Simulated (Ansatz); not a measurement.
H₁₇ClO₈: geometry relaxation (part 2 of 2)

Continued. System: H₁₇ClO₈ (disordered cell, 26 atoms in the cell). Method: DFT PBE, scalar-relativistic, plane waves, PAW, no spin polarisation (Ansatz 0.2.0); cutoff 420 eV, 1×1×1 k-mesh, Fermi–Dirac smearing of 0.05 eV. The run did not end well. It belongs to a series of runs on one base structure; here: start relaxed.

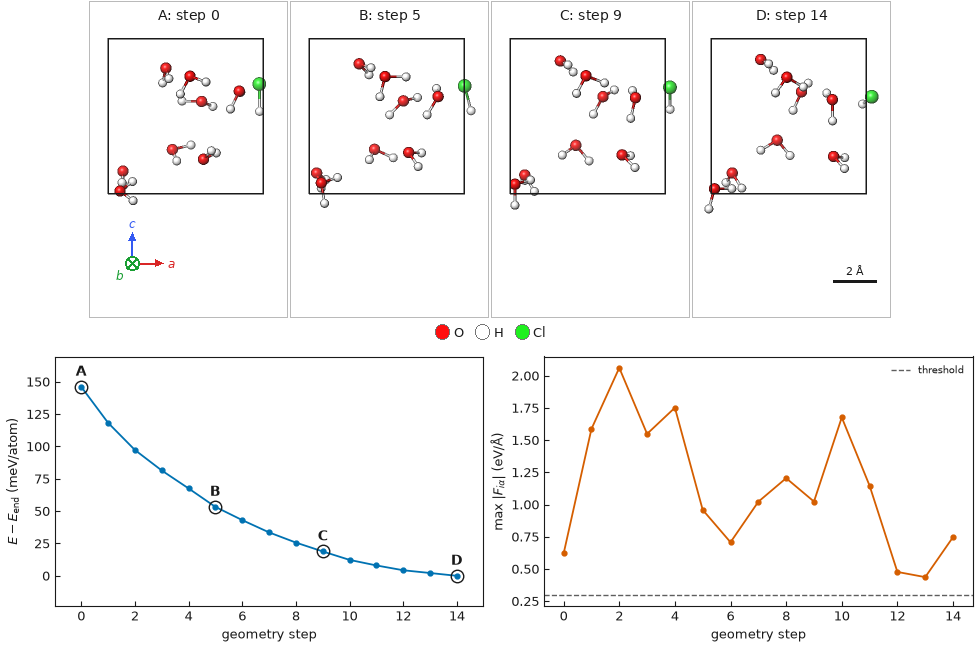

Figure 1. Frames of the relaxation (ball-and-stick view of the cell of the calculation, along the b axis) above the curves, on which the letters mark them (the first geometry is step 0 here and step 1 in the log).

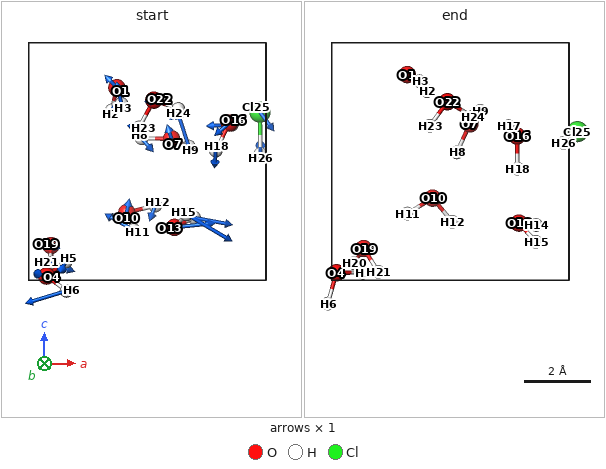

Figure 2. Before (left) and after (right) the relaxation, at one scale (ball-and-stick view of the cell of the calculation, along the b axis). The blue arrows give the displacements, at true length. The relaxation stopped without meeting its thresholds, so the last structure isn't shown to be converged. The atom that moves furthest is H15 (1.64 Å). By element the largest moves are H 1.64 Å, O 1.27 Å, Cl 0.75 Å. The cell stays as it was. Distances before and after: Cl25–H26 1.280 → 1.329 Å, O16–H18 0.969 → 1.000 Å, O10–H11 0.969 → 0.995 Å, O13–H14 0.969 → 0.976 Å. Among the angles that change: H17–O16–H18 104.0° → 101.0°. Over 14 geometry steps the energy falls by 146 meV per atom. The largest force component goes from 0.62 to 0.75 eV/Å. (Atoms are counted from 1 in the order of the input.)

```
Step failed. What follows is not a result of the run: it is the report of the last solve that finished, which converged after 8 SCF iterations.
Free energy (F): -5893.252758 eV
Harris-Foulkes:  -5893.252758 eV  (|F-HF|=5.19e-8)
Internal energy: -5893.252758 eV  (E = F + TS)
E sigma→0 (E₀):  -5893.252758 eV
Fermi energy:    -1.440944 eV
--- Per-component energies (eV) ---
  E_band       = -751.039438
  E_kinetic    = 1791.095002
  E_local      = -6170.267620  (includes V_loc(G=0)·N_el)
  E_nonlocal   = 442.620275
  E_hartree    = 2272.364665
  E_xc         = -841.250999
  E_vxc        = -1060.035652  (∫ρ·V_xc dr)
  E_paw        = -1937.539385  (= ΣΔE_a)
  E_vpaw       = -299.188907  (= ΣTr[D̂ρ^β])
  E_aug_tail   = -0.000298  (compensation charges beyond the density's cutoff)
  E_ewald      = -1450.274398
  E_smearing   = -0.000000  (= −TS)
  E_closure    = -0.000000  (closes the sum)
  Σ components = -5893.252758   (vs F -5893.252758, Δ=0.00e0)
--- Forces (eV/Å), atoms counted from 1 ---
  atom   1  O     -0.00845270    -0.01861696    -0.02918977
  atom   2  H     -0.00191909    -0.01639009     0.03608161
  atom   3  H      0.01942660    -0.01241579     0.00820167
  atom   4  O      0.01311765    -0.01460405    -0.08574311
  atom   5  H     -0.03822533    -0.02852175    -0.04563990
  atom   6  H      0.00233986     0.00829406     0.07050269
  atom   7  O     -0.00441290    -0.03778121     0.02964246
  atom   8  H     -0.00674757     0.02108400    -0.02396339
  atom   9  H     -0.01937159    -0.00393939     0.01351821
  atom  10  O      0.00319311    -0.02706885     0.01928492
  atom  11  H     -0.00162105     0.02956257     0.00367336
  atom  12  H      0.02372933    -0.01271562     0.02743142
  atom  13  O      0.10825547     0.03471583     0.02747061
  atom  14  H      0.04382848    -0.04405588    -0.02228450
  atom  15  H     -0.01670422     0.06006927     0.04164060
  atom  16  O     -0.01487476    -0.01294196    -0.02979260
  atom  17  H      0.01030817    -0.03578383     0.02721090
  atom  18  H      0.01611507     0.00679782    -0.08248653
  atom  19  O      0.07175509    -0.10683917     0.00744475
  atom  20  H     -0.02637806     0.06901439    -0.05235266
  atom  21  H     -0.00652428     0.01335151     0.04327594
  atom  22  O      0.00994364     0.00570568    -0.06562266
  atom  23  H     -0.02608106    -0.01911022     0.03219701
  atom  24  H     -0.02726691    -0.01514768     0.02204177
  atom  25  Cl    -0.26500603     0.74725337    -0.23626518
  atom  26  H      0.14158892    -0.58997536     0.26371291
  max |Σ_I F_I| component: 5.93e-5 eV/Å
End of that report.
Error: geometry relaxation did not converge after 15 steps: max|allowed force component| = 7.47e-1 eV/Å (threshold 3.0e-1). Raise `relax.max_steps` over both its present limit and 15, loosen `relax.f_tol`, or start from a geometry closer to equilibrium. Where this run's directory can be resumed (`checkpoint.write`), a resume goes on for up to `relax.max_steps` more
```

Trajectory as extended XYZ (Å, eV, eV/Å), 4 of the 15 frames kept, from step=1 to step=15:
```
26
Lattice="7.2323 0.0000 0.0000 0.0000 7.2323 0.0000 0.0000 0.0000 7.2323" Properties=species:S:1:pos:R:3:forces:R:3 step=1 energy=-5889.45302
O     2.6887    3.6597    5.8625   -0.4472   0.1426   0.1897
H     2.5349    4.3229    5.1736   -0.1489  -0.3262   0.1801
H     2.8273    2.8376    5.3695    0.2457   0.0465   0.1650
O     0.5474    2.1232    0.1241   -0.3621  -0.0921   0.3831
H     1.1304    2.7599    0.5632    0.4241  -0.3426  -0.0311
H     1.1564    1.5208   -0.3279    0.1360   0.1811  -0.0725
O     4.3548    5.1589    4.3049    0.5996  -0.0869   0.0511
H     3.4435    5.4865    4.3224    0.0677   0.2547  -0.3570
H     4.8798    5.9388    4.0720    0.0735  -0.0392   0.0722
O     2.9908    6.1359    2.0581    0.0310   0.6202   0.1410
H     3.1953    5.3518    1.5276   -0.1680  -0.2480  -0.0830
H     3.8593    6.5081    2.2706    0.0402  -0.0503  -0.2157
O     4.4430    3.1619    1.6081   -0.1939  -0.0210   0.0742
H     5.0424    3.8641    1.9010    0.1357   0.0083   0.0706
H     4.8112    2.3588    2.0050    0.0595   0.0114  -0.2371
O     6.1155    2.5263    4.7862    0.3017  -0.0469  -0.2481
H     6.1854    3.4907    4.7304   -0.2093   0.0514   0.0655
H     5.7036    2.2722    3.9473   -0.0661   0.2501   0.0487
O     0.6832    5.2249    1.0531   -0.3439  -0.1209   0.1595
H     0.7161    5.9361    0.3965    0.1327  -0.0145   0.0317
H     0.6392    4.4166    0.5212   -0.2122   0.1083  -0.3172
O     3.8159    0.8329    5.4837   -0.5667  -0.0376  -0.0583
H     3.3627    1.0353    4.6520   -0.0654  -0.1329  -0.1502
H     4.5591    0.2728    5.2153    0.2327   0.1013   0.2841
Cl    7.0495    6.8740    5.1187    0.0023  -0.2465   0.2379
H     7.0605    6.9607    3.8418    0.3015   0.0293  -0.3844
26
Lattice="7.2323 0.0000 0.0000 0.0000 7.2323 0.0000 0.0000 0.0000 7.2323" Properties=species:S:1:pos:R:3:forces:R:3 step=6 energy=-5891.86708
O     2.3268    3.6323    6.0629    0.3913   0.7687  -0.3813
H     2.7859    4.3540    5.5494   -0.2577  -0.7248   0.4960
H     2.8785    2.8434    5.8804   -0.0525  -0.0974  -0.0042
O     0.5605    1.8653    0.5040    0.0007  -0.0235  -0.2316
H     1.3197    2.4199    0.7556   -0.0464  -0.0866   0.0104
H     0.7111    1.7337   -0.4529   -0.1007   0.0436   0.2103
O     4.3918    5.0753    4.3314   -0.3653   0.3635  -0.3341
H     3.7525    5.4803    3.6810    0.4961  -0.2335   0.2503
H     5.0487    5.7832    4.4905   -0.2011  -0.1710   0.0731
O     3.0440    6.2522    2.0684    0.7383  -0.1414  -0.3413
H     2.8039    5.4317    1.5868   -0.0798   0.1810   0.1681
H     3.9191    6.4887    1.6759   -0.7076  -0.0995   0.2009
O     4.6389    3.0197    1.9227    0.9588  -0.4749  -0.7137
H     5.2415    3.7959    1.9041   -0.2361  -0.2426   0.0391
H     5.0842    2.4103    1.2666   -0.4794   0.7199   0.7141
O     6.0130    2.4314    4.5328   -0.6547   0.4066  -0.6967
H     5.9377    3.3291    4.9131    0.0589  -0.2884   0.0168
H     5.5018    2.5794    3.6819    0.4402  -0.2556   0.6060
O     0.3407    5.0999    0.9622    0.0844  -0.1293  -0.2503
H     0.7845    5.9120    0.6616   -0.1077   0.0009   0.0596
H     0.5557    4.4486    0.2624    0.0185   0.1344   0.1479
O     3.5356    0.9375    5.4663    0.5950   0.1354   0.1437
H     3.2962    0.9404    4.5254    0.0072  -0.0036  -0.0034
H     4.5179    1.0716    5.4522   -0.5745   0.1993  -0.1821
Cl    7.2533    6.6003    5.0279    0.0992   0.0095  -0.0943
H     7.5525    7.0952    3.8682   -0.0251   0.0084   0.0974
26
Lattice="7.2323 0.0000 0.0000 0.0000 7.2323 0.0000 0.0000 0.0000 7.2323" Properties=species:S:1:pos:R:3:forces:R:3 step=10 energy=-5892.76271
O     2.3352    3.7278    6.1976   -0.0054   0.0063  -0.0095
H     2.9369    4.3103    5.6799   -0.0180  -0.0282   0.0207
H     2.6916    2.8248    6.0150   -0.0151   0.0066   0.0282
O     0.2179    1.5572    0.4428    0.2494   0.3329  -0.4196
H     0.9419    2.1892    0.6385   -0.2460  -0.2628   0.0401
H     0.2168    1.5570   -0.5404   -0.1517  -0.1144   0.3473
O     4.3282    5.0440    4.5303   -0.0183   0.1283  -0.0305
H     3.8786    5.3830    3.7119    0.0922  -0.0375   0.1005
H     4.8590    5.7990    4.8460   -0.1384  -0.0871  -0.0337
O     3.0593    6.1680    2.2574    0.2042  -0.3264  -0.8447
H     2.4269    5.5449    1.8011    0.1025   0.3786   0.3761
H     3.6781    6.4124    1.5282   -0.4228  -0.0791   0.5680
O     5.2181    2.9153    1.8091    0.2549   0.1891   0.0233
H     5.6063    3.8124    1.7716   -0.1043  -0.2052  -0.0221
H     5.8189    2.4040    1.2225    0.1008  -0.0291   0.0114
O     5.8419    2.3754    4.4824   -0.0873   0.0306  -0.0272
H     5.7018    3.2838    4.8129   -0.0545  -0.0420  -0.0754
H     5.6226    2.4883    3.5176    0.0183  -0.0078   0.0354
O     0.6754    5.0609    0.8726    0.3337   0.9793  -0.4834
H     0.6819    6.0255    0.6195   -0.1277  -1.0233   0.2598
H     1.1218    4.6117    0.1065    0.0370   0.0591   0.1792
O     3.5326    1.1842    5.5032   -0.1031  -0.0803  -0.5990
H     3.0918    0.8570    4.6836    0.3141   0.1972   0.6010
H     4.3995    1.5598    5.1712   -0.2069  -0.0445  -0.0164
Cl    7.4518    6.5607    4.9628    0.0464   0.3004  -0.4551
H     7.4613    7.3749    3.9369   -0.0537  -0.2409   0.4250
26
Lattice="7.2323 0.0000 0.0000 0.0000 7.2323 0.0000 0.0000 0.0000 7.2323" Properties=species:S:1:pos:R:3:forces:R:3 step=15 energy=-5893.25276
O     2.3043    3.5704    6.2622   -0.0085  -0.0186  -0.0292
H     2.9066    4.1719    5.7589   -0.0019  -0.0164   0.0361
H     2.6770    2.6765    6.0640    0.0194  -0.0124   0.0082
O     0.1467    1.4567    0.2255    0.0131  -0.0146  -0.0857
H     0.9575    1.9978    0.2320   -0.0382  -0.0285  -0.0456
H    -0.1161    1.4529   -0.7137    0.0023   0.0083   0.0705
O     4.2115    5.0122    4.7577   -0.0044  -0.0378   0.0296
H     3.8165    5.3050    3.8916   -0.0067   0.0211  -0.0240
H     4.5255    5.8408    5.1591   -0.0194  -0.0039   0.0135
O     3.0753    6.0938    2.4977    0.0032  -0.0271   0.0193
H     2.3087    5.6685    2.0280   -0.0016   0.0296   0.0037
H     3.6755    6.3483    1.7801    0.0237  -0.0127   0.0274
O     5.7049    3.0570    1.7375    0.1083   0.0347   0.0275
H     6.2305    3.8771    1.6805    0.0438  -0.0441  -0.0223
H     6.2206    2.4283    1.1704   -0.0167   0.0601   0.0416
O     5.6507    2.4772    4.3898   -0.0149  -0.0129  -0.0298
H     5.3890    3.3756    4.6941    0.0103  -0.0358   0.0272
H     5.6607    2.6074    3.3983    0.0161   0.0068  -0.0825
O     0.9771    5.0712    0.9616    0.0718  -0.1068   0.0074
H     0.6846    5.8836    0.5175   -0.0264   0.0690  -0.0524
H     1.4227    4.5300    0.2554   -0.0065   0.0134   0.0433
O     3.5263    1.1041    5.4357    0.0099   0.0057  -0.0656
H     2.9969    0.7356    4.7070   -0.0261  -0.0191   0.0322
H     4.2936    1.5551    4.9824   -0.0273  -0.0151   0.0220
Cl    7.4891    6.7615    4.5239   -0.2650   0.7473  -0.2363
H     7.0601    7.9728    4.1836    0.1416  -0.5900   0.2637
```

What the run reported:

| quantity | value |
| --- | --- |
| outcome | not converged |
| wall time | 62 s |
| peak memory | 0.42 GiB |

What went wrong:

The run did not converge: “geometry relaxation did not converge after 15 steps: max|allowed force component| = 7.47e-1 eV/Å (threshold 3.0e-1). Raise `relax.max_steps` over both its present limit and 15, loosen `relax.f_tol`, or start from a geometry closer to equilibrium …” Its last values are not results.
